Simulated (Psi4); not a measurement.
# UTPSS/aug-cc-pVTZ (sweep point 9) run of BCl2 (SMILES Cl[B]Cl)

Aim: the vertical ionisation energy of BCl2 at UTPSS/aug-cc-pVTZ (sweep point 9), from 2 runs. 

Program for the calculation: Psi4 1.11.

### 1 The system as given

The species is BCl2 (3 atoms), meant as a doublet with charge 0. SMILES: `Cl[B]Cl`. The shape is that of a PBE0-D4/def2-TZVP optimisation.

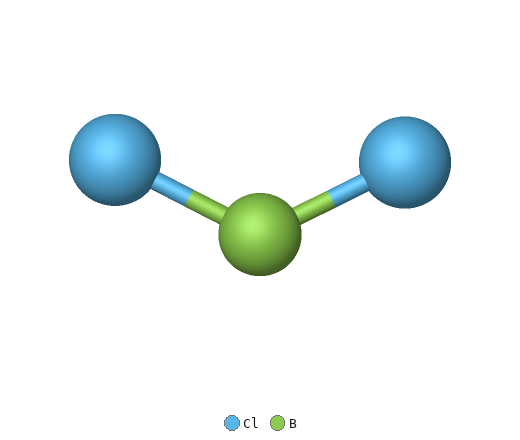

Viewed from a chosen angle; chlorine blue, boron green.

### 2 The energy at UTPSS/aug-cc-pVTZ (sweep point 9)

Contents of calc.dat:

```
memory 1600 MB

molecule {
  0 2
  Cl     0.371500    -1.525600     0.030000
  B     -0.463900    -0.050300    -0.256900
  Cl     0.081500     1.511100     0.213700
  units angstrom
  symmetry c1
}

set {
  reference            uks
  puream               true
  scf_type             pk
  dft_radial_points    99
  dft_spherical_points 590
  maxiter              150
}

energy('tpss/aug-cc-pVTZ')
```

Run with:

```
$ psi4 -i calc.dat -o calc.out -n 1
```

calc.out:

```text
[...]
  Running in c1 symmetry.
[...]
  Nuclear repulsion =  102.359078461763858
[...]
  Multiplicity = 2
[...]
  Nalpha       = 20
  Nbeta        = 19
[...]
    Number of basis functions: 146
[...]
   @UKS iter   1:  -945.23384436008394    5.32018e-03   3.13095e-03 DIIS/ADIIS
[...]
   @UKS iter   8:  -945.35003028090932   -3.42404e-07   6.28781e-07 DIIS
[...]
   @S^2 Observed:                7.536891944E-01
[...]
    Orbital Energies [Eh]
    ---------------------
    Alpha Occupied:
       1A   -101.055219     2A   -101.055209     3A     -9.281892
       4A     -9.281882     5A     -7.059766     6A     -7.059755
       7A     -7.054770     8A     -7.054760     9A     -7.053064
      10A     -7.053054    11A     -6.709811    12A     -0.827293
      13A     -0.797651    14A     -0.483163    15A     -0.413872
      16A     -0.365527    17A     -0.364209    18A     -0.321522
      19A     -0.309468    20A     -0.197703
    Alpha Virtual:
      21A     -0.104454    22A     -0.006816    23A      0.010233
      24A      0.013687    25A      0.018637    26A      0.026755
[...]
  @UKS Final Energy:  -945.35003028090932
   => Energetics <=
    Nuclear Repulsion Energy =            102.3590784617638576
    One-Electron Energy =               -1506.8517443212551825
    Two-Electron Energy =                 519.7156499330840234
    DFT Exchange-Correlation Energy =     -60.5730143545019573
    Empirical Dispersion Energy =           0.0000000000000000
    VV10 Nonlocal Energy =                  0.0000000000000000
    Total Energy =                       -945.3500302809093228
[...]
 Multipole Moments:
 ------------------------------------------------------------------------------------
     Multipole            Electronic (a.u.)      Nuclear  (a.u.)        Total (a.u.)
 ------------------------------------------------------------------------------------
 L = 1.  Multiply by 2.5417464519 to convert [e a0] to [Debye]
 Dipole X            :         -0.3302861            0.4527417            0.1224556
 Dipole Y            :         -0.0182387            0.0248715            0.0066328
 Dipole Z            :         -0.0000000           -0.0000000           -0.0000000
 Magnitude           :                                                    0.1226351
[...]
```

Wall time 57 s (1 thread of Intel Xeon Platinum 8488C (Sapphire Rapids), shared host); peak memory 1.4 GiB.

### 3 The singlet cation

Contents of calc.inp:

```
memory 1.6 GB

molecule {
  1 1
  Cl     0.371500    -1.525600     0.030000
  B     -0.463900    -0.050300    -0.256900
  Cl     0.081500     1.511100     0.213700
  units angstrom
  symmetry c1
}

set {
  basis aug-cc-pVTZ
  puream true
  scf_type pk
  dft_radial_points 99
  dft_spherical_points 590
}

e, wfn = energy('tpss', return_wfn=True)
```

Run with:

```
$ psi4 -n 1 calc.inp calc.out
```

calc.out:

```text
[...]
  Running in c1 symmetry.
[...]
  Nuclear repulsion =  102.359078461763858
[...]
  Multiplicity = 1
[...]
  Nalpha       = 19
  Nbeta        = 19
[...]
    Number of basis functions: 146
[...]
   @RKS iter   1:  -944.99521520399423    2.43949e-01   1.98011e-03 DIIS/ADIIS
[...]
   @RKS iter   7:  -945.02892848020929   -6.24881e-07   6.23054e-07 DIIS
[...]
    Orbital Energies [Eh]
    ---------------------
    Doubly Occupied:
       1A   -101.330024     2A   -101.330022     3A     -9.552367
       4A     -9.552366     5A     -7.332027     6A     -7.332026
       7A     -7.324290     8A     -7.324289     9A     -7.323561
      10A     -7.323560    11A     -7.036468    12A     -1.082783
      13A     -1.052920    14A     -0.735461    15A     -0.671313
      16A     -0.611430    17A     -0.610308    18A     -0.564374
      19A     -0.553438
[...]
  @RKS Final Energy:  -945.02892848020929
   => Energetics <=
    Nuclear Repulsion Energy =            102.3590784617638576
    One-Electron Energy =               -1496.4934924359652086
    Two-Electron Energy =                 509.3226211887788395
    DFT Exchange-Correlation Energy =     -60.2171356947867693
    Empirical Dispersion Energy =           0.0000000000000000
    VV10 Nonlocal Energy =                  0.0000000000000000
    Total Energy =                       -945.0289284802092880
[...]
 Multipole Moments:
 ------------------------------------------------------------------------------------
     Multipole            Electronic (a.u.)      Nuclear  (a.u.)        Total (a.u.)
 ------------------------------------------------------------------------------------
 L = 1.  Multiply by 2.5417464519 to convert [e a0] to [Debye]
 Dipole X            :         -1.0483794            0.4527417           -0.5956377
 Dipole Y            :         -0.0577408            0.0248715           -0.0328693
 Dipole Z            :         -0.0000000           -0.0000000           -0.0000000
 Magnitude           :                                                    0.5965440
[...]
```

It took 43 s on 1 thread of Intel Xeon Platinum 8488C (Sapphire Rapids), shared host; peak memory 1.4 GiB.

### 4 Summary of results

At UTPSS/aug-cc-pVTZ (sweep point 9):

```
                                          quantity          value
                        doublet BCl2: total energy  -945.35003 Eh
                       doublet BCl2: dipole moment         0.31 D
  doublet BCl2: HOMO energy (highest over α and β)       -5.38 eV
   doublet BCl2: LUMO energy (lowest over α and β)       -2.96 eV
                                doublet BCl2: ⟨S²⟩          0.754
                      singlet cation: total energy  -945.02893 Eh
                       singlet cation: HOMO energy      -15.06 eV
                       singlet cation: LUMO energy      -11.79 eV
                     singlet cation: HOMO–LUMO gap        3.27 eV
vertical ionisation energy (to the singlet cation)       8.738 eV
```

What this shows: Removing an electron at fixed nuclei costs 8.74 eV (201 kcal/mol). Only the singlet of the ionised species was computed; a triplet could lie lower.
